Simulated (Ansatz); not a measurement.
# ZrO2 (fluorite): energy over volume and axial ratio

ZrO2 (fluorite)

```cif
data_O8Zr4
_chemical_formula_sum 'Zr4 O8'
_space_group_name_H-M_alt 'Fm-3m'
_space_group_IT_number 225
_space_group_name_Hall '-F 4 2 3'
_cell_length_a 5.11588
_cell_length_b 5.11588
_cell_length_c 5.11588
_cell_angle_alpha 90.000
_cell_angle_beta 90.000
_cell_angle_gamma 90.000
loop_
_atom_site_label
_atom_site_type_symbol
_atom_site_symmetry_multiplicity
_atom_site_Wyckoff_symbol
_atom_site_fract_x
_atom_site_fract_y
_atom_site_fract_z
_atom_site_occupancy
Zr1 Zr 4 a 0.00000 0.00000 0.00000 1
O1 O 8 c 0.25000 0.25000 0.25000 1
```
(The calculation used a cell of 3 atoms; values per cell refer to that cell.)

The relaxed cell is deformed in two ways at once: its volume V is scaled, and at that volume it is stretched along z (the c axis of the conventional cell) so that c/a changes. Fractional atomic positions are held.

The numbers are results of PBE (plane waves to 420 eV, PAW, scalar-relativistic; Ansatz, a quantum-chemistry and plane-wave program), not measurements. k mesh 11×11×11 (Γ-centred), Fermi-Dirac smearing 0.05 eV. Energies are smeared free energies. The PAW data are Ansatz's earlier set. This is a high-temperature form of ZrO2. ZrO2 is run without spin polarisation. ZrO2 was relaxed with its symmetry unable to fall. The zero of ΔE is the relaxed starting cell.

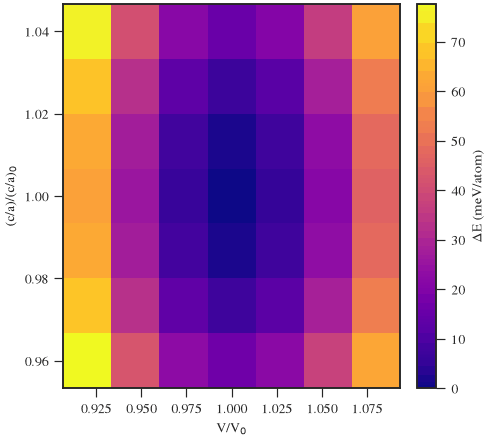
*ΔE (meV/atom) over the 7×7 grid of computed points.*

The shear modulus C′ = (C11 − C12)/2 (fit, atoms clamped) is 213 GPa. Lowest place on the grid: V/V₀ = 1.000, (c/a)/(c/a)₀ = 1.000 (0.0 meV/atom). Highest place on the grid: V/V₀ = 0.920, (c/a)/(c/a)₀ = 0.960 (77.7 meV/atom).

Near the relaxed cell σzz − σxx = −2Cδ (compression positive), C being this modulus and δ the logarithm of the ratio.

(Under strain, the slope of the energy per volume gives the stress and its curvature an elastic modulus.)
